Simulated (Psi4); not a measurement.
# UPBE0-1/3/6-31G(d) (Cartesian functions) run of SiH3Se (SMILES [SiH2][SeH])

Aim: the electrostatic solvation energy at fixed shape (C-PCM, n-heptane) of SiH3Se at UPBE0-1/3/6-31G* (Cartesian functions), from 2 runs. Input form: a Python script.

The results are computed with Psi4 1.11.

1 further run of the same task is left out (set aside as unsound or not needed).

### 1 The molecule

SiH3Se: 5 atoms, total charge 0, spin state doublet. SMILES: `[SiH2][SeH]`. Geometry: relaxed at PBE0-D4/def2-TZVP. This is one conformer, not always the lowest.

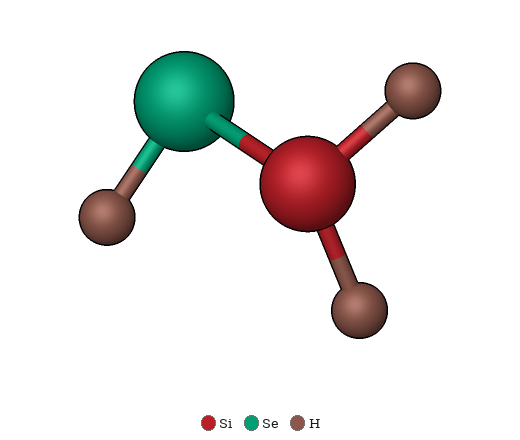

Viewed from a chosen angle; silicon red, selenium teal, hydrogen brown.

### 2 Energy and one-electron properties at UPBE0-1/3/6-31G(d) (Cartesian functions)

calc.py

```python
import psi4

psi4.set_memory('1600 MB')
psi4.set_num_threads(1)
psi4.core.set_output_file('run.log', False)

m = psi4.geometry("""
0 2
Si     0.060900    -0.791800     0.205800
Se     0.776600     1.182400    -0.661900
H     -1.304300    -0.656200     0.791600
H      0.034200    -1.731400    -0.948800
H      0.482600     1.923300     0.572000
symmetry c1
""")

psi4.set_options({
    'basis': '6-31G*',
    'reference': 'uks',
    'scf_type': 'pk',
})

E, wfn = psi4.energy("pbe0-13", return_wfn=True)
psi4.oeprop(wfn, "WIBERG_LOWDIN_INDICES", "MBIS_CHARGES", "MULLIKEN_CHARGES", title="PBE0-13")
print(f'total energy {E:.8f} hartree = {E * 27.211386:.5f} eV')
```

Started as:

```
python calc.py
```

run.log:

```text
[...]
  Running in c1 symmetry.
[...]
  Nuclear repulsion =  147.937373273399146
[...]
  Multiplicity = 2
[...]
  Nalpha       = 26
  Nbeta        = 25
[...]
    Number of basis functions: 60
[...]
   @UKS iter   1: -2691.40714327593105   -2.07479e+00   3.69863e-02 ADIIS/DIIS
[...]
   @UKS iter  10: -2692.13469839742584   -1.63263e-08   3.85413e-07 DIIS
[...]
   @S^2 Observed:                7.527881813E-01
[...]
    Orbital Energies [Eh]
    ---------------------
    Alpha Occupied:
       1A   -455.019327     2A    -66.563528     3A    -58.523173
       4A    -52.492849     5A    -52.492070     6A    -52.490507
       7A     -8.031769     8A     -5.936552     9A     -5.933129
      10A     -5.926596    11A     -5.452141    12A     -3.763300
      13A     -3.759264    14A     -3.757594    15A     -2.203983
      16A     -2.202829    17A     -2.197153    18A     -2.194344
      19A     -2.193404    20A     -0.763946    21A     -0.566998
      22A     -0.436842    23A     -0.387435    24A     -0.361023
      25A     -0.304921    26A     -0.232921
    Alpha Virtual:
[...]
  @UKS Final Energy: -2692.13469839742584
   => Energetics <=
    Nuclear Repulsion Energy =            147.9373732733991460
    One-Electron Energy =               -4040.8734177511660164
    Two-Electron Energy =                1273.9586787845564686
    DFT Exchange-Correlation Energy =     -73.1573327042155199
    Empirical Dispersion Energy =           0.0000000000000000
    VV10 Nonlocal Energy =                  0.0000000000000000
    Total Energy =                      -2692.1346983974258364
[...]
 Multipole Moments:
 ------------------------------------------------------------------------------------
     Multipole            Electronic (a.u.)      Nuclear  (a.u.)        Total (a.u.)
 ------------------------------------------------------------------------------------
 L = 1.  Multiply by 2.5417464519 to convert [e a0] to [Debye]
 Dipole X            :          4.5200700           -4.6975780           -0.1775080
 Dipole Y            :          8.2351619           -8.3062350           -0.0710731
 Dipole Z            :         -3.9613427            4.2970596            0.3357169
 Magnitude           :                                                    0.3863500
[...]
  Mulliken Charges: (a.u.)
   Center  Symbol    Alpha    Beta     Spin     Total
       1    SI     7.31605  6.46487  0.85118  0.21907
       2    SE    17.18541 17.07645  0.10895 -0.26186
       3     H     0.53904  0.50283  0.03622 -0.04187
       4     H     0.52327  0.51732  0.00595 -0.04058
       5     H     0.43623  0.43853 -0.00229  0.12524
   Total alpha = 26.00000, Total beta = 25.00000, Total charge = -0.00000
[...]
```

Standard output:

```text
total energy -2692.13469840 hartree = -73256.71644 eV
```

Run time: 16 s. Hardware: 1 thread of Intel Xeon Platinum 8375C at 2.90GHz (Ice Lake), shared host; peak memory 0.38 GiB.

Atomic charges (e):

```csv
atom,MBIS,Mulliken
Si1,+0.334,+0.219
Se2,-0.311,-0.262
H3,-0.099,-0.042
H4,-0.094,-0.041
H5,+0.171,+0.125
```

### 3 Energy and one-electron properties at UPBE0-1/3/6-31G(d) (Cartesian functions, C-PCM n-heptane)

h3sesi.xyz

```xyz
5
H3SeSi
Si     0.060900    -0.791800     0.205800
Se     0.776600     1.182400    -0.661900
H     -1.304300    -0.656200     0.791600
H      0.034200    -1.731400    -0.948800
H      0.482600     1.923300     0.572000
```

calc.py

```python
import psi4

psi4.set_memory('1600 MB')
psi4.set_num_threads(1)
psi4.set_output_file('psi4.out', False)

with open('h3sesi.xyz') as f:
    atoms = ''.join(f.readlines()[2:])
m = psi4.geometry('0 2\n' + atoms + 'symmetry c1')

psi4.set_options({
    'reference': 'uks',
    'scf_type': 'pk',
    'diis_max_vecs': 8,
    'pcm': True,
})
psi4.pcm_helper("""
  Units = Angstrom
  Medium {
    SolverType = CPCM
    Solvent = C7H16
  }
  Cavity {
    Type = GePol
    RadiiSet = Bondi
    Scaling = True
    Area = 0.3
    Mode = Implicit
  }
""")

result, w = psi4.energy('pbe0-13/6-31G*', return_wfn=True)
psi4.oeprop(w, 'WIBERG_LOWDIN_INDICES', 'MBIS_CHARGES', 'MULLIKEN_CHARGES')
print(f'pbe0-13/6-31G* energy: {result:.10f} Eh')
for k, v in sorted(psi4.core.scalar_variables().items()):
    print(f'{k:45s} {v:18.10f}')
```

Started as:

```
python calc.py
```

psi4.out:

```text
[...]
  Running in c1 symmetry.
[...]
  Nuclear repulsion =  147.937373273399146
[...]
  Multiplicity = 2
[...]
  Nalpha       = 26
  Nbeta        = 25
[...]
    Number of basis functions: 60
[...]
   @UKS iter   1: -2691.41209270949139   -2.07963e+00   3.69641e-02 ADIIS/DIIS
[...]
   @UKS iter  10: -2692.13592527027049   -6.26960e-09   2.96360e-07 DIIS
[...]
   @S^2 Observed:                7.527331859E-01
[...]
    Orbital Energies [Eh]
    ---------------------
    Alpha Occupied:
       1A   -455.017758     2A    -66.561904     3A    -58.521651
       4A    -52.491288     5A    -52.490543     6A    -52.489020
       7A     -8.030254     8A     -5.934903     9A     -5.931627
      10A     -5.925241    11A     -5.450480    12A     -3.761672
      13A     -3.757611    14A     -3.755895    15A     -2.202335
      16A     -2.201205    17A     -2.195655    18A     -2.192969
      19A     -2.192050    20A     -0.762250    21A     -0.564906
      22A     -0.434126    23A     -0.384888    24A     -0.359808
      25A     -0.304562    26A     -0.231920
    Alpha Virtual:
[...]
  @UKS Final Energy: -2692.13592527027049
   => Energetics <=
    Nuclear Repulsion Energy =            147.9373732733991460
    One-Electron Energy =               -4040.9149619956642709
    Two-Electron Energy =                1274.0000639367754047
    DFT Exchange-Correlation Energy =     -73.1570997202428117
    Empirical Dispersion Energy =           0.0000000000000000
    VV10 Nonlocal Energy =                  0.0000000000000000
    PCM Polarization Energy =              -0.0013007645377859
    Total Energy =                      -2692.1359252702704907
[...]
 Multipole Moments:
 ------------------------------------------------------------------------------------
     Multipole            Electronic (a.u.)      Nuclear  (a.u.)        Total (a.u.)
 ------------------------------------------------------------------------------------
 L = 1.  Multiply by 2.5417464519 to convert [e a0] to [Debye]
 Dipole X            :          4.4943890           -4.6975780           -0.2031890
 Dipole Y            :          8.2216761           -8.3062350           -0.0845589
 Dipole Z            :         -3.9056699            4.2970596            0.3913896
 Magnitude           :                                                    0.4490232
[...]
  Mulliken Charges: (a.u.)
   Center  Symbol    Alpha    Beta     Spin     Total
       1    SI     7.31557  6.45967  0.85590  0.22476
       2    SE    17.19678 17.09129  0.10549 -0.28807
       3     H     0.53745  0.50260  0.03485 -0.04004
       4     H     0.52259  0.51658  0.00600 -0.03917
       5     H     0.42762  0.42985 -0.00224  0.14253
   Total alpha = 26.00000, Total beta = 25.00000, Total charge =  0.00000
[...]
```

The script printed:

```text
pbe0-13/6-31G* energy: -2692.1359252703 Eh
CURRENT ENERGY                                  -2692.1359252703
CURRENT REFERENCE ENERGY                        -2692.1359252703
DD SOLVATION ENERGY                                 0.0000000000
DFT FUNCTIONAL TOTAL ENERGY                     -2692.1346245057
DFT TOTAL ENERGY                                -2692.1346245057
DFT VV10 ENERGY                                     0.0000000000
DFT XC ENERGY                                     -73.1570997202
GRID ELECTRONS ALPHA                               25.9999985926
GRID ELECTRONS BETA                                24.9999971223
GRID ELECTRONS TOTAL                               50.9999957150
NUCLEAR REPULSION ENERGY                          147.9373732734
ONE-ELECTRON ENERGY                             -4040.9149619957
PCM POLARIZATION ENERGY                            -0.0013007645
PE ENERGY                                           0.0000000000
SCF ITERATION ENERGY                            -2692.1359252703
SCF ITERATIONS                                     10.0000000000
SCF TOTAL ENERGY                                -2692.1359252703
TWO-ELECTRON ENERGY                              1274.0000639368
XC GRID RADIAL POINTS                              75.0000000000
XC GRID SPHERICAL POINTS                          302.0000000000
XC GRID TOTAL POINTS                           108125.0000000000
```

Run time: 18 s. Hardware: 1 thread of Intel Xeon Platinum 8375C at 2.90GHz (Ice Lake), shared host; peak memory 0.39 GiB.

Atomic charges (e):

```csv
atom,MBIS,Mulliken
Si1,+0.342,+0.225
Se2,-0.334,-0.288
H3,-0.098,-0.040
H4,-0.094,-0.039
H5,+0.185,+0.143
```

### 4 Summary of results

At UPBE0-1/3/6-31G* (Cartesian functions):

```
                                            quantity           value
                             gas phase: total energy  -2692.13470 Eh
                            gas phase: dipole moment          0.98 D
       gas phase: HOMO energy (highest over α and β)        -6.34 eV
        gas phase: LUMO energy (lowest over α and β)        -2.39 eV
                                     gas phase: ⟨S²⟩           0.753
                      C-PCM, n-heptane: total energy  -2692.13593 Eh
                     C-PCM, n-heptane: dipole moment          1.14 D
C-PCM, n-heptane: HOMO energy (highest over α and β)        -6.31 eV
 C-PCM, n-heptane: LUMO energy (lowest over α and β)        -2.34 eV
        C-PCM, n-heptane: solvent term in the energy     -3.4 kJ/mol
                              C-PCM, n-heptane: ⟨S²⟩           0.753
    energy change from gas to solvent at fixed shape       -0.033 eV
```

The solvent model (C-PCM, n-heptane) lowers the energy by 0.03 eV (−3.2 kJ/mol) at the same shape. It holds the electrostatic part alone, without cavity or dispersion terms.
